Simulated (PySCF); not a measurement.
C6H12, SMILES `C1CCCCC1`.

Computed with PySCF, LDA (SVWN)/6-311G**, geometry: GFN2-xTB. No frequency check shows the geometry to be a minimum.

The calculation's input:

```python
import numpy as np
from pyscf import gto, scf, dft
from pyscf.scf import atom_ks, atom_hf
from scipy.linalg import block_diag

def solve(mol, dm0=None, hcore=None):
    mf = (dft.UKS if mol.spin else dft.RKS)(mol, xc='svwn')
    mf.grids.level = 3
    mf = mf.density_fit(auxbasis='def2-universal-jkfit')
    mf.conv_tol, mf.max_cycle = 1e-8, 80
    if hcore is not None:
        mf.get_hcore = lambda *args: hcore
    mf.kernel(dm0)
    if not mf.converged:
        mf = mf.newton().run(mf.mo_coeff, mf.mo_occ, max_cycle=30)
    assert mf.converged, 'SCF not converged'
    return mf

mol = gto.M(atom='''
C     -1.41307    -0.31302     0.24161
C     -0.43546    -1.38026    -0.24161
C      0.97762    -1.06724     0.24161
C      1.41307     0.31301    -0.24161
C      0.43545     1.38026     0.24161
C     -0.97761     1.06725    -0.24161
H     -1.44489    -0.32010     1.33381
H     -2.41814    -0.53571    -0.12360
H     -0.74522    -2.36199     0.12360
H     -0.44529    -1.41135    -1.33381
H      0.99966    -1.09126     1.33381
H      1.67300    -1.82632    -0.12360
H      2.41816     0.53561     0.12360
H      1.44491     0.32004    -1.33381
H      0.74514     2.36202    -0.12360
H      0.44523     1.41137     1.33381
H     -0.99961     1.09131    -1.33381
H     -1.67294     1.82638     0.12360
''', basis='6-311g**', charge=0, spin=0, verbose=4)
mf = solve(mol)
mf.analyze()
# spherically averaged free atoms, for the promolecule
atm = atom_ks.get_atm_nrks(mol, xc='svwn')
pro = block_diag(*[(atm[a[0]][2] * atm[a[0]][3]) @ atm[a[0]][2].T for a in mol._atom])
np.savez('result.npz', e=mf.e_tot, c=mf.mo_coeff, occ=mf.mo_occ, eps=mf.mo_energy, pro=pro, dip=mf.dip_moment(verbose=0), s2=mf.spin_square()[0])
```

Run with:

```sh
OMP_NUM_THREADS=1 python input.py
```

The run took 33 s on 1 thread of Intel(R) Xeon(R) Platinum 8375C CPU @ 2.90GHz (Ice Lake) (shared host), peak memory 0.33 GiB.

Partitions, critical points and surface values were worked out afterwards from this run's density.

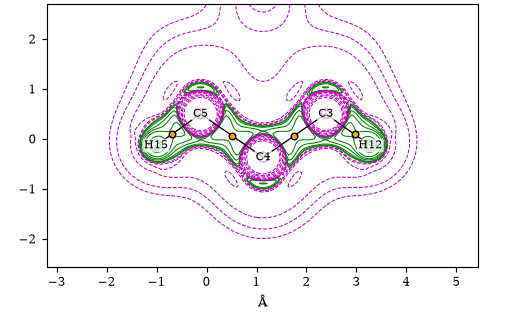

Negative Laplacian of the density (−∇²ρ) in the plane of C3, C4, C5, H12 and H15 (solid green lines positive, dashed magenta lines negative, contours at ±0.02 to ±8 a.u.), with bond paths and bond critical points (dots).

**Sort the bonds in the plane by the sign of ∇²ρ at their critical points.**

Concentrated (∇²ρ < 0): C3–H12 and C5–H15 (−0.87 a.u.); C3–C4 and C4–C5 (−0.50 a.u.). At none is it depleted.

**Where along C3–H12 does the critical point lie?**

0.71 Å from C3 and 0.39 Å from H12.
